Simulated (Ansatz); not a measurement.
**AlHCl2: molecular dynamics (part 1 of 3)**

AlHCl2, computed with RKS PBE0-D4/cc-pVDZ (Ansatz 0.2.0).

It belongs to a series of runs on one base structure; here: dynamics from the highest image of the converged band. Figures and captions count atoms from 1; the log counts them from 0 in places.

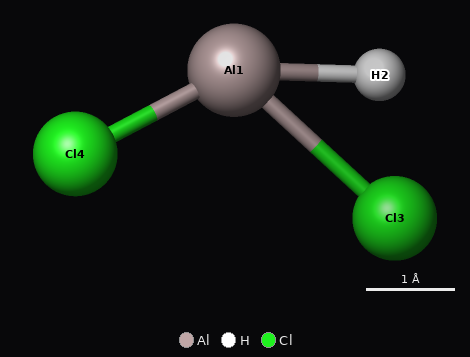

The input geometry (ball-and-stick view, seen at a tilt; atoms are numbered from 1 in the order of the input). Sticks mark near contacts. Bond lengths as drawn: Al–Cl 2.13 to 2.51 Å and Al–H 1.70 Å.

Input:
```yaml
crystal:
  periodic: [false, false, false]
  atoms:
    - { symbol: Al, position_ang: [-0.374467, 0.0, 0.550013] }
    - { symbol: H, position_ang: [1.082098, 0.0, 1.435486] }
    - { symbol: Cl, position_ang: [2.090945, 0.0, 0.104021] }
    - { symbol: Cl, position_ang: [-1.431776, 0.0, -1.300321] }
basis:
  gaussian: { orbitals: cc-pVDZ }
hamiltonian:
  xc: pbe0
  dispersion: d4
md:
  timestep: 0.5
  n_steps: 200
  ensemble: nve
  temperature: 300.0
  initial_velocities: maxwell_boltzmann
  seed: 9741
```

Command:
```bash
ansatz run input.yaml --threads 1 --pin off --max-ram 2048MiB --backend cpu --events-out ev --progress --plain --runs-dir out
```

Log:
```
Engine: ansatz 0.2.0, x86_64-unknown-linux-gnu
Functional definition: PBE0
  parameter a = 0.25
  parameter kappa = 0.804
  parameter beta = 0.06672455060314922
  exchange = (1 - a)*pbe_x(kappa = kappa, mu = beta*pi^2/3) + a*exact_x
  correlation = pbe_c(beta = beta)
672 factors; integrals over basis functions are off by at most 4.1e-4 eV
mean field evaluation 1: about -31646.9645 eV, gradient 1.8e1 eV
mean field evaluation 2: about -31645.2458 eV, gradient 2.9e1 eV
mean field evaluation 4: about -31648.1058 eV, gradient 1.1e0 eV
mean field evaluation 8: about -31648.1230 eV, gradient 1.5e-2 eV
mean field evaluation 16: about -31648.1230 eV, gradient 2.5e-5 eV
mean field -31648.12300559 eV, -1163.0470685872 hartree, gradient 2.5e-5 eV, S^2 0.000000; 0 other end points of the search recorded, 0 dependent functions left out
the calculation of the forces begins
reference -31648.12302926 eV, -1163.0470694570 hartree; 24, 24 occupied and 35, 35 virtual orbitals, 672 factors
md step     0: t =     0.00 fs  T =   300.0 K  F+E_penalty+E_count = -31648.19901770 eV  E_kin = 0.077556 eV  conserved = -31648.12146170 eV  (26 SCF iters)
these checks for a lower state are left out or cut short: starts, cluster_reference, orbital_swaps, neighbouring_geometries, increment
672 factors; integrals over basis functions are off by at most 4.1e-4 eV
mean field -31648.12323584 eV, -1163.0470770486 hartree, gradient 1.0e-5 eV, S^2 0.000000; 0 other end points of the search recorded, 0 dependent functions left out
the calculation of the forces begins
reference -31648.12325952 eV, -1163.0470779189 hartree; 24, 24 occupied and 35, 35 virtual orbitals, 672 factors
md step     1: t =     0.50 fs  T =   300.3 K  F+E_penalty+E_count = -31648.19910440 eV  E_kin = 0.077644 eV  conserved = -31648.12146086 eV  (24 SCF iters)
[... from here on the SCF iterations and repeated set-up lines of each step are left out, up to the last step ...]
md step     2: t =     1.00 fs  T =   301.4 K  F+E_penalty+E_count = -31648.19938010 eV  E_kin = 0.077921 eV  conserved = -31648.12145907 eV  (24 SCF iters)
md step     3: t =     1.50 fs  T =   303.3 K  F+E_penalty+E_count = -31648.19987275 eV  E_kin = 0.078417 eV  conserved = -31648.12145624 eV  (24 SCF iters)
md step     4: t =     2.00 fs  T =   306.3 K  F+E_penalty+E_count = -31648.20062647 eV  E_kin = 0.079174 eV  conserved = -31648.12145233 eV  (24 SCF iters)
md step     5: t =     2.50 fs  T =   310.4 K  F+E_penalty+E_count = -31648.20170275 eV  E_kin = 0.080256 eV  conserved = -31648.12144723 eV  (24 SCF iters)
md step     6: t =     3.00 fs  T =   316.2 K  F+E_penalty+E_count = -31648.20318231 eV  E_kin = 0.081742 eV  conserved = -31648.12144080 eV  (25 SCF iters)
md step     7: t =     3.50 fs  T =   323.9 K  F+E_penalty+E_count = -31648.20516743 eV  E_kin = 0.083735 eV  conserved = -31648.12143287 eV  (24 SCF iters)
md step     8: t =     4.00 fs  T =   334.1 K  F+E_penalty+E_count = -31648.20778476 eV  E_kin = 0.086362 eV  conserved = -31648.12142323 eV  (24 SCF iters)
md step     9: t =     4.50 fs  T =   347.3 K  F+E_penalty+E_count = -31648.21118880 eV  E_kin = 0.089777 eV  conserved = -31648.12141164 eV  (24 SCF iters)
md step    10: t =     5.00 fs  T =   364.3 K  F+E_penalty+E_count = -31648.21556576 eV  E_kin = 0.094168 eV  conserved = -31648.12139769 eV  (24 SCF iters)
md step    11: t =     5.50 fs  T =   385.9 K  F+E_penalty+E_count = -31648.22113864 eV  E_kin = 0.099757 eV  conserved = -31648.12138123 eV  (24 SCF iters)
md step    12: t =     6.00 fs  T =   413.2 K  F+E_penalty+E_count = -31648.22817217 eV  E_kin = 0.106810 eV  conserved = -31648.12136219 eV  (29 SCF iters)
md step    13: t =     6.50 fs  T =   447.3 K  F+E_penalty+E_count = -31648.23697771 eV  E_kin = 0.115638 eV  conserved = -31648.12133984 eV  (29 SCF iters)
md step    14: t =     7.00 fs  T =   489.7 K  F+E_penalty+E_count = -31648.24792021 eV  E_kin = 0.126606 eV  conserved = -31648.12131406 eV  (29 SCF iters)
md step    15: t =     7.50 fs  T =   542.1 K  F+E_penalty+E_count = -31648.26142276 eV  E_kin = 0.140138 eV  conserved = -31648.12128460 eV  (29 SCF iters)
md step    16: t =     8.00 fs  T =   606.2 K  F+E_penalty+E_count = -31648.27797172 eV  E_kin = 0.156720 eV  conserved = -31648.12125157 eV  (29 SCF iters, 3 dispersion substeps)
md step    17: t =     8.50 fs  T =   684.3 K  F+E_penalty+E_count = -31648.29811863 eV  E_kin = 0.176904 eV  conserved = -31648.12121479 eV  (29 SCF iters, 3 dispersion substeps)
md step    18: t =     9.00 fs  T =   778.7 K  F+E_penalty+E_count = -31648.32248125 eV  E_kin = 0.201306 eV  conserved = -31648.12117486 eV  (29 SCF iters, 3 dispersion substeps)
md step    19: t =     9.50 fs  T =   892.0 K  F+E_penalty+E_count = -31648.35173857 eV  E_kin = 0.230606 eV  conserved = -31648.12113264 eV  (26 SCF iters, 3 dispersion substeps)
md step    20: t =    10.00 fs  T =  1027.1 K  F+E_penalty+E_count = -31648.38662040 eV  E_kin = 0.265531 eV  conserved = -31648.12108965 eV  (29 SCF iters, 3 dispersion substeps)
md step    21: t =    10.50 fs  T =  1186.9 K  F+E_penalty+E_count = -31648.42788800 eV  E_kin = 0.306840 eV  conserved = -31648.12104814 eV  (29 SCF iters, 3 dispersion substeps)
md step    22: t =    11.00 fs  T =  1374.3 K  F+E_penalty+E_count = -31648.47630374 eV  E_kin = 0.355292 eV  conserved = -31648.12101146 eV  (29 SCF iters, 3 dispersion substeps)
md step    23: t =    11.50 fs  T =  1592.1 K  F+E_penalty+E_count = -31648.53258648 eV  E_kin = 0.411603 eV  conserved = -31648.12098392 eV  (29 SCF iters, 3 dispersion substeps)
md step    24: t =    12.00 fs  T =  1842.7 K  F+E_penalty+E_count = -31648.59735211 eV  E_kin = 0.476381 eV  conserved = -31648.12097111 eV  (29 SCF iters, 3 dispersion substeps)
md step    25: t =    12.50 fs  T =  2127.7 K  F+E_penalty+E_count = -31648.67103669 eV  E_kin = 0.550057 eV  conserved = -31648.12097921 eV  (29 SCF iters, 3 dispersion substeps)
md step    26: t =    13.00 fs  T =  2447.7 K  F+E_penalty+E_count = -31648.75380680 eV  E_kin = 0.632791 eV  conserved = -31648.12101560 eV  (29 SCF iters, 3 dispersion substeps)
md step    27: t =    13.50 fs  T =  2802.0 K  F+E_penalty+E_count = -31648.84546051 eV  E_kin = 0.724374 eV  conserved = -31648.12108650 eV  (28 SCF iters, 3 dispersion substeps)
md step    28: t =    14.00 fs  T =  3187.9 K  F+E_penalty+E_count = -31648.94533883 eV  E_kin = 0.824142 eV  conserved = -31648.12119634 eV  (28 SCF iters, 3 dispersion substeps)
md step    29: t =    14.50 fs  T =  3601.0 K  F+E_penalty+E_count = -31649.05226408 eV  E_kin = 0.930919 eV  conserved = -31648.12134507 eV  (28 SCF iters, 3 dispersion substeps)
md step    30: t =    15.00 fs  T =  4034.5 K  F+E_penalty+E_count = -31649.16453119 eV  E_kin = 1.043003 eV  conserved = -31648.12152858 eV  (28 SCF iters, 3 dispersion substeps)
md step    31: t =    15.50 fs  T =  4480.2 K  F+E_penalty+E_count = -31649.27996276 eV  E_kin = 1.158225 eV  conserved = -31648.12173760 eV  (28 SCF iters, 3 dispersion substeps)
md step    32: t =    16.00 fs  T =  4928.3 K  F+E_penalty+E_count = -31649.39603450 eV  E_kin = 1.274075 eV  conserved = -31648.12195909 eV  (27 SCF iters, 3 dispersion substeps)
md step    33: t =    16.50 fs  T =  5368.5 K  F+E_penalty+E_count = -31649.51005362 eV  E_kin = 1.387875 eV  conserved = -31648.12217830 eV  (27 SCF iters, 3 dispersion substeps)
md step    34: t =    17.00 fs  T =  5790.6 K  F+E_penalty+E_count = -31649.61936252 eV  E_kin = 1.496981 eV  conserved = -31648.12238183 eV  (27 SCF iters, 3 dispersion substeps)
md step    35: t =    17.50 fs  T =  6185.1 K  F+E_penalty+E_count = -31649.72153353 eV  E_kin = 1.598975 eV  conserved = -31648.12255820 eV  (26 SCF iters, 3 dispersion substeps)
md step    36: t =    18.00 fs  T =  6544.3 K  F+E_penalty+E_count = -31649.81453110 eV  E_kin = 1.691831 eV  conserved = -31648.12269982 eV  (28 SCF iters, 3 dispersion substeps)
md step    37: t =    18.50 fs  T =  6862.2 K  F+E_penalty+E_count = -31649.89681997 eV  E_kin = 1.774017 eV  conserved = -31648.12280298 eV  (28 SCF iters, 3 dispersion substeps)
md step    38: t =    19.00 fs  T =  7135.0 K  F+E_penalty+E_count = -31649.96741736 eV  E_kin = 1.844550 eV  conserved = -31648.12286731 eV  (23 SCF iters, 3 dispersion substeps)
md step    39: t =    19.50 fs  T =  7361.1 K  F+E_penalty+E_count = -31650.02589358 eV  E_kin = 1.902999 eV  conserved = -31648.12289498 eV  (28 SCF iters, 3 dispersion substeps)
md step    40: t =    20.00 fs  T =  7540.8 K  F+E_penalty+E_count = -31650.07232930 eV  E_kin = 1.949439 eV  conserved = -31648.12289076 eV  (28 SCF iters, 3 dispersion substeps)
md step    41: t =    20.50 fs  T =  7675.9 K  F+E_penalty+E_count = -31650.10723175 eV  E_kin = 1.984371 eV  conserved = -31648.12286105 eV  (28 SCF iters, 3 dispersion substeps)
md step    42: t =    21.00 fs  T =  7769.7 K  F+E_penalty+E_count = -31650.13142965 eV  E_kin = 2.008618 eV  conserved = -31648.12281146 eV  (28 SCF iters, 3 dispersion substeps)
md step    43: t =    21.50 fs  T =  7826.2 K  F+E_penalty+E_count = -31650.14597262 eV  E_kin = 2.023224 eV  conserved = -31648.12274851 eV  (28 SCF iters, 3 dispersion substeps)
md step    44: t =    22.00 fs  T =  7849.9 K  F+E_penalty+E_count = -31650.15203884 eV  E_kin = 2.029361 eV  conserved = -31648.12267734 eV  (28 SCF iters, 3 dispersion substeps)
md step    45: t =    22.50 fs  T =  7845.7 K  F+E_penalty+E_count = -31650.15086753 eV  E_kin = 2.028265 eV  conserved = -31648.12260293 eV  (28 SCF iters, 3 dispersion substeps)
md step    46: t =    23.00 fs  T =  7818.2 K  F+E_penalty+E_count = -31650.14370147 eV  E_kin = 2.021172 eV  conserved = -31648.12252934 eV  (29 SCF iters, 3 dispersion substeps)
md step    47: t =    23.50 fs  T =  7772.2 K  F+E_penalty+E_count = -31650.13173514 eV  E_kin = 2.009275 eV  conserved = -31648.12246038 eV  (28 SCF iters, 3 dispersion substeps)
md step    48: t =    24.00 fs  T =  7711.9 K  F+E_penalty+E_count = -31650.11607080 eV  E_kin = 1.993674 eV  conserved = -31648.12239728 eV  (28 SCF iters, 3 dispersion substeps)
md step    49: t =    24.50 fs  T =  7641.0 K  F+E_penalty+E_count = -31650.09769999 eV  E_kin = 1.975358 eV  conserved = -31648.12234212 eV  (29 SCF iters, 3 dispersion substeps)
md step    50: t =    25.00 fs  T =  7563.0 K  F+E_penalty+E_count = -31650.07749210 eV  E_kin = 1.955196 eV  conserved = -31648.12229580 eV  (28 SCF iters, 3 dispersion substeps)
md step    51: t =    25.50 fs  T =  7480.7 K  F+E_penalty+E_count = -31650.05618193 eV  E_kin = 1.933922 eV  conserved = -31648.12225982 eV  (29 SCF iters, 3 dispersion substeps)
md step    52: t =    26.00 fs  T =  7396.4 K  F+E_penalty+E_count = -31650.03434815 eV  E_kin = 1.912113 eV  conserved = -31648.12223471 eV  (28 SCF iters, 3 dispersion substeps)
md step    53: t =    26.50 fs  T =  7311.5 K  F+E_penalty+E_count = -31650.01239807 eV  E_kin = 1.890177 eV  conserved = -31648.12222098 eV  (28 SCF iters, 3 dispersion substeps)
md step    54: t =    27.00 fs  T =  7227.1 K  F+E_penalty+E_count = -31649.99055692 eV  E_kin = 1.868339 eV  conserved = -31648.12221819 eV  (28 SCF iters, 3 dispersion substeps)
md step    55: t =    27.50 fs  T =  7143.1 K  F+E_penalty+E_count = -31649.96886630 eV  E_kin = 1.846639 eV  conserved = -31648.12222685 eV  (26 SCF iters, 3 dispersion substeps)
md step    56: t =    28.00 fs  T =  7059.2 K  F+E_penalty+E_count = -31649.94718283 eV  E_kin = 1.824936 eV  conserved = -31648.12224677 eV  (28 SCF iters, 3 dispersion substeps)
md step    57: t =    28.50 fs  T =  6973.9 K  F+E_penalty+E_count = -31649.92518224 eV  E_kin = 1.802905 eV  conserved = -31648.12227753 eV  (28 SCF iters, 3 dispersion substeps)
md step    58: t =    29.00 fs  T =  6885.5 K  F+E_penalty+E_count = -31649.90236878 eV  E_kin = 1.780050 eV  conserved = -31648.12231844 eV  (28 SCF iters, 3 dispersion substeps)
md step    59: t =    29.50 fs  T =  6791.5 K  F+E_penalty+E_count = -31649.87809566 eV  E_kin = 1.755727 eV  conserved = -31648.12236835 eV  (28 SCF iters, 3 dispersion substeps)
md step    60: t =    30.00 fs  T =  6688.7 K  F+E_penalty+E_count = -31649.85159923 eV  E_kin = 1.729173 eV  conserved = -31648.12242590 eV  (28 SCF iters, 3 dispersion substeps)
md step    61: t =    30.50 fs  T =  6574.1 K  F+E_penalty+E_count = -31649.82203574 eV  E_kin = 1.699546 eV  conserved = -31648.12248956 eV  (29 SCF iters, 3 dispersion substeps)
md step    62: t =    31.00 fs  T =  6444.2 K  F+E_penalty+E_count = -31649.78850503 eV  E_kin = 1.665947 eV  conserved = -31648.12255829 eV  (27 SCF iters, 3 dispersion substeps)
md step    63: t =    31.50 fs  T =  6295.2 K  F+E_penalty+E_count = -31649.75006405 eV  E_kin = 1.627434 eV  conserved = -31648.12263026 eV  (27 SCF iters, 3 dispersion substeps)
md step    64: t =    32.00 fs  T =  6123.5 K  F+E_penalty+E_count = -31649.70574924 eV  E_kin = 1.583045 eV  conserved = -31648.12270433 eV  (27 SCF iters, 3 dispersion substeps)
md step    65: t =    32.50 fs  T =  5925.2 K  F+E_penalty+E_count = -31649.65457006 eV  E_kin = 1.531790 eV  conserved = -31648.12277969 eV  (27 SCF iters, 3 dispersion substeps)
md step    66: t =    33.00 fs  T =  5696.3 K  F+E_penalty+E_count = -31649.59545589 eV  E_kin = 1.472600 eV  conserved = -31648.12285605 eV  (28 SCF iters, 3 dispersion substeps)
md step    67: t =    33.50 fs  T =  5432.1 K  F+E_penalty+E_count = -31649.52722750 eV  E_kin = 1.404296 eV  conserved = -31648.12293123 eV  (28 SCF iters, 3 dispersion substeps)
md step    68: t =    34.00 fs  T =  5127.9 K  F+E_penalty+E_count = -31649.44866843 eV  E_kin = 1.325670 eV  conserved = -31648.12299882 eV  (28 SCF iters, 3 dispersion substeps)
md step    69: t =    34.50 fs  T =  4779.7 K  F+E_penalty+E_count = -31649.35868681 eV  E_kin = 1.235638 eV  conserved = -31648.12304850 eV  (28 SCF iters, 3 dispersion substeps)
md step    70: t =    35.00 fs  T =  4384.5 K  F+E_penalty+E_count = -31649.25654925 eV  E_kin = 1.133490 eV  conserved = -31648.12305906 eV  (28 SCF iters, 3 dispersion substeps)
md step    71: t =    35.50 fs  T =  3942.6 K  F+E_penalty+E_count = -31649.14224513 eV  E_kin = 1.019246 eV  conserved = -31648.12299926 eV  (28 SCF iters, 3 dispersion substeps)
md step    72: t =    36.00 fs  T =  3458.8 K  F+E_penalty+E_count = -31649.01699047 eV  E_kin = 0.894161 eV  conserved = -31648.12282898 eV  (28 SCF iters, 3 dispersion substeps)
md step    73: t =    36.50 fs  T =  2944.9 K  F+E_penalty+E_count = -31648.88383192 eV  E_kin = 0.761320 eV  conserved = -31648.12251156 eV  (28 SCF iters, 3 dispersion substeps)
md step    74: t =    37.00 fs  T =  2422.0 K  F+E_penalty+E_count = -31648.74816631 eV  E_kin = 0.626132 eV  conserved = -31648.12203431 eV  (26 SCF iters, 3 dispersion substeps)
md step    75: t =    37.50 fs  T =  1920.4 K  F+E_penalty+E_count = -31648.61788461 eV  E_kin = 0.496461 eV  conserved = -31648.12142409 eV  (31 SCF iters, 3 dispersion substeps)
md step    76: t =    38.00 fs  T =  1478.1 K  F+E_penalty+E_count = -31648.50287630 eV  E_kin = 0.382114 eV  conserved = -31648.12076196 eV  (31 SCF iters, 3 dispersion substeps)
md step    77: t =    38.50 fs  T =  1135.5 K  F+E_penalty+E_count = -31648.41371806 eV  E_kin = 0.293543 eV  conserved = -31648.12017488 eV  (32 SCF iters, 3 dispersion substeps)
md step    78: t =    39.00 fs  T =   928.0 K  F+E_penalty+E_count = -31648.35969661 eV  E_kin = 0.239897 eV  conserved = -31648.11979963 eV  (24 SCF iters, 3 dispersion substeps)
md step    79: t =    39.50 fs  T =   878.0 K  F+E_penalty+E_count = -31648.34671143 eV  E_kin = 0.226978 eV  conserved = -31648.11973333 eV  (24 SCF iters, 3 dispersion substeps)
md step    80: t =    40.00 fs  T =   989.5 K  F+E_penalty+E_count = -31648.37580895 eV  E_kin = 0.255816 eV  conserved = -31648.11999287 eV  (23 SCF iters, 3 dispersion substeps)
md step    81: t =    40.50 fs  T =  1247.3 K  F+E_penalty+E_count = -31648.44294740 eV  E_kin = 0.322440 eV  conserved = -31648.12050779 eV  (31 SCF iters, 3 dispersion substeps)
md step    82: t =    41.00 fs  T =  1620.5 K  F+E_penalty+E_count = -31648.54008831 eV  E_kin = 0.418936 eV  conserved = -31648.12115237 eV  (31 SCF iters, 3 dispersion substeps)
md step    83: t =    41.50 fs  T =  2070.8 K  F+E_penalty+E_count = -31648.65713969 eV  E_kin = 0.535346 eV  conserved = -31648.12179390 eV  (31 SCF iters, 3 dispersion substeps)
md step    84: t =    42.00 fs  T =  2559.5 K  F+E_penalty+E_count = -31648.78400796 eV  E_kin = 0.661672 eV  conserved = -31648.12233603 eV  (30 SCF iters, 3 dispersion substeps)
md step    85: t =    42.50 fs  T =  3053.5 K  F+E_penalty+E_count = -31648.91211942 eV  E_kin = 0.789385 eV  conserved = -31648.12273486 eV  (31 SCF iters, 3 dispersion substeps)
md step    86: t =    43.00 fs  T =  3528.4 K  F+E_penalty+E_count = -31649.03514701 eV  E_kin = 0.912157 eV  conserved = -31648.12299002 eV  (31 SCF iters, 3 dispersion substeps)
md step    87: t =    43.50 fs  T =  3968.5 K  F+E_penalty+E_count = -31649.14905435 eV  E_kin = 1.025928 eV  conserved = -31648.12312592 eV  (31 SCF iters, 3 dispersion substeps)
md step    88: t =    44.00 fs  T =  4365.5 K  F+E_penalty+E_count = -31649.25173691 eV  E_kin = 1.128563 eV  conserved = -31648.12317421 eV  (30 SCF iters, 3 dispersion substeps)
md step    89: t =    44.50 fs  T =  4716.7 K  F+E_penalty+E_count = -31649.34252847 eV  E_kin = 1.219366 eV  conserved = -31648.12316251 eV  (31 SCF iters, 3 dispersion substeps)
```
